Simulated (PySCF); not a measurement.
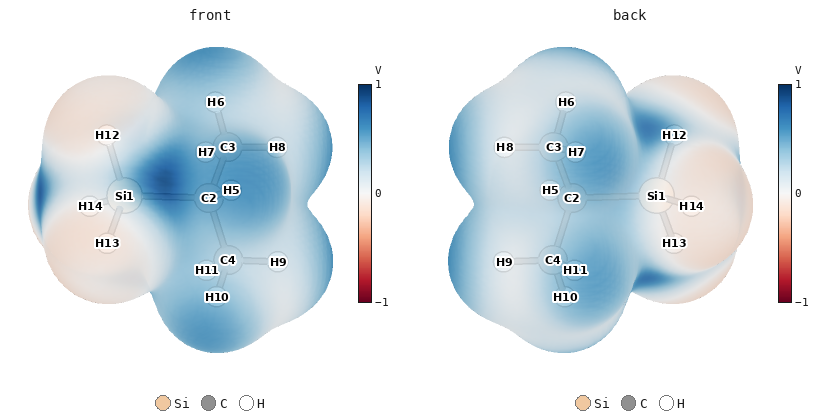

Figure. C3H10Si (Si(iPr)H3). The molecular electrostatic potential painted on the density surface at 0.002 e/bohr³, seen from the front and from behind; the colour scale runs from red (negative) to blue (positive).

Geometry: PBE0-D3(BJ)/def2-SVP.

All numbers below come from PBE0/pcSseg-1, SCF density, gas phase, non-relativistic (PySCF).

```xyz
14

Si    0.1773    0.3512   -1.6350
C     0.1741    0.3225    0.2603
C     0.9795   -0.8619    0.7942
C    -1.2492    0.3402    0.8157
H     0.6818    1.2559    0.5685
H     2.0185   -0.8554    0.4297
H     0.5274   -1.8214    0.4918
H     1.0127   -0.8525    1.8967
H    -1.2429    0.3686    1.9183
H    -1.8212    1.2132    0.4645
H    -1.8052   -0.5640    0.5164
H     1.5793    0.3778   -2.1585
H    -0.5489    1.5547   -2.1519
H    -0.5026   -0.8728   -2.1679
```

Where is the surface potential most negative and most positive?

Answer. The most negative region (about −0.1 V) lies over H12, H13 and H14, the most positive (about +0.8 V) over Si1.

How polar is the molecule by this calculation?

Answer. Its dipole moment is 0.84 D.
